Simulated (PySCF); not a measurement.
C₆H₁₀ (3,3-dimethyl-1-butyne), SMILES C#CC(C)(C)C, geometry in Å:

```xyz
16

C      0.4306     2.3624     1.0143
C      0.2320     1.2783     0.5485
C     -0.0087    -0.0422    -0.0190
C     -1.3267    -0.5907     0.5401
C     -0.0962     0.0823    -1.5445
C      1.1517    -0.9669     0.3677
H      0.6049     3.3130     1.4225
H     -1.2773    -0.6682     1.6242
H     -1.5252    -1.5784     0.1287
H     -2.1533     0.0674     0.2807
H     -0.2764    -0.8941    -1.9900
H      0.8313     0.4834    -1.9479
H     -0.9087     0.7488    -1.8262
H      1.2290    -1.0481     1.4502
H      2.0931    -0.5772    -0.0149
H      0.9921    -1.9608    -0.0460
```

Vertical TDDFT excitations, PBE0/def2-SVPD with PySCF 2.14.0, at a GFN2-xTB geometry (no frequency check), gas phase.

> What does its absorption spectrum look like?

The lowest singlet lies at 6.82 eV (182 nm, f = 0.000); the brightest of the first 6 is S4/S5 at 7.32 eV (169 nm), f = 0.113, mainly HOMO/HOMO−1 → LUMO. No singlet lies below 3.1 eV (beyond 400 nm), so at this level no vertical transition falls in the visible.


```
state  E (eV)  λ (nm)      f          main character
   S1    6.82     182  0.000    HOMO → LUMO+1 (36 %)
S2/S3    7.08     175  0.006  HOMO−1 → LUMO+1/LUMO+2
S4/S5    7.32     169  0.113      HOMO/HOMO−1 → LUMO
   S6    8.20     151  0.006    HOMO → LUMO+3 (91 %)
```

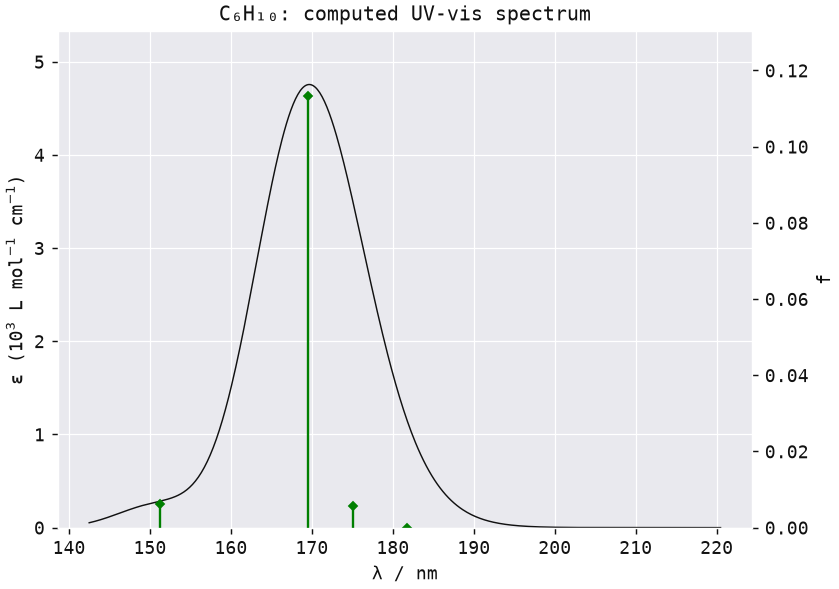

The lowest 6 singlet states are shown; each is broadened by a Gaussian of 1/e half-width 0.40 eV. Sticks give oscillator strengths (right axis). States within 0.01 eV of each other are merged, with their strengths summed. The highest state may be half of a pair whose partner wasn't computed.

Note: states above the negative HOMO energy depend on the basis; the tight-binding geometry is rougher than a DFT one and adds to the error; core orbitals are frozen in the response.
